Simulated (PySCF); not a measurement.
**C₄H₆F₆Si (Si(CF3)2Me2): density, localisation and related maps**

| atom | x (Å) | y (Å) | z (Å) |
| --- | --- | --- | --- |
| Si | -0.0881 | -0.0009 | -0.0585 |
| C | -0.0361 | -0.0149 | 1.8721 |
| F | -1.2934 | -0.0292 | 2.3586 |
| F | 0.5697 | 1.0657 | 2.3838 |
| F | 0.5887 | -1.0932 | 2.3653 |
| C | 1.7505 | 0.0086 | -0.6483 |
| F | 1.7998 | 0.0820 | -1.9939 |
| F | 2.4145 | -1.0996 | -0.2908 |
| F | 2.4370 | 1.0578 | -0.1724 |
| C | -0.8973 | 1.5770 | -0.6185 |
| H | -0.8969 | 1.6418 | -1.7173 |
| H | -0.3602 | 2.4505 | -0.2196 |
| H | -1.9399 | 1.6221 | -0.2686 |
| C | -0.8930 | -1.5725 | -0.6421 |
| H | -1.9365 | -1.6230 | -0.2954 |
| H | -0.3563 | -2.4503 | -0.2525 |
| H | -0.8910 | -1.6225 | -1.7416 |

Geometry: PBE0-D3(BJ)/def2-SVP.

Computed with PBE0/pcSseg-1, SCF density, gas phase, non-relativistic in PySCF 2.14.0.

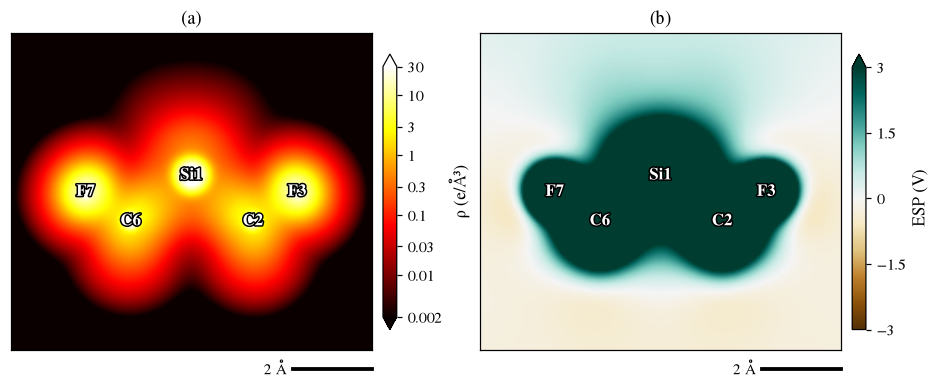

Figure 1. (a) total electron density; (b) electrostatic potential on the plane of atoms Si1, C6 and F7.

Q: What do the fields say about this system?

A: The plane passes through Si, C and F nuclei. C–F (1.35 Å): the density is about 2.3 e/Å³ at the midpoint, with its minimum of 1.9 e/Å³ about 0.5 Å from C. C–Si (1.93 Å): ρ at the midpoint is about 0.96 e/Å³. Outside the dense part of the molecule the potential is most negative (−0.6 V) near F3.

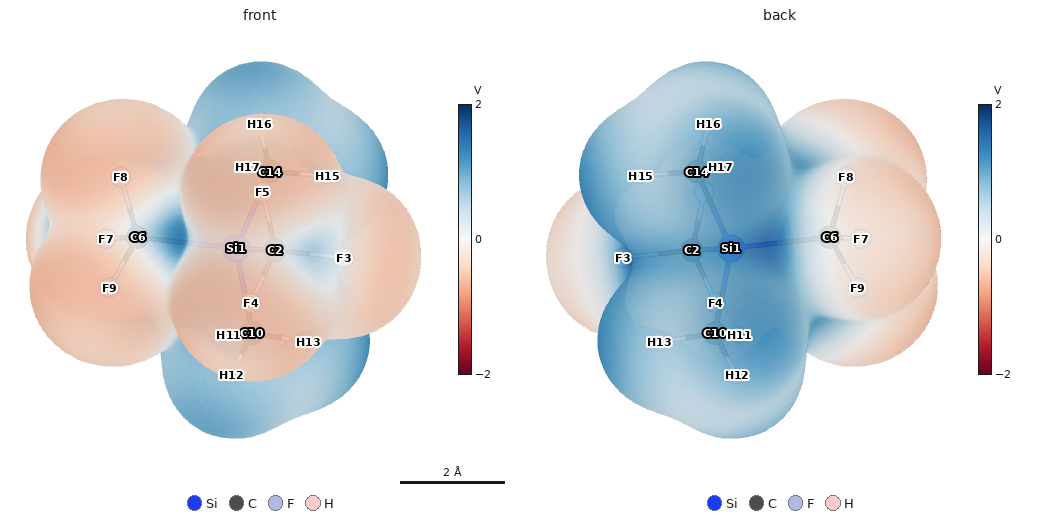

Figure 2. The electrostatic potential painted on the density surface at 0.002 e/bohr³, seen from the front and from behind; red is negative and blue positive.

Q: Describe the electrostatic potential map.

A: The most negative region (about −0.6 V) lies over F4, F5, F8 and F9, the most positive (about +1.5 V) over Si1.
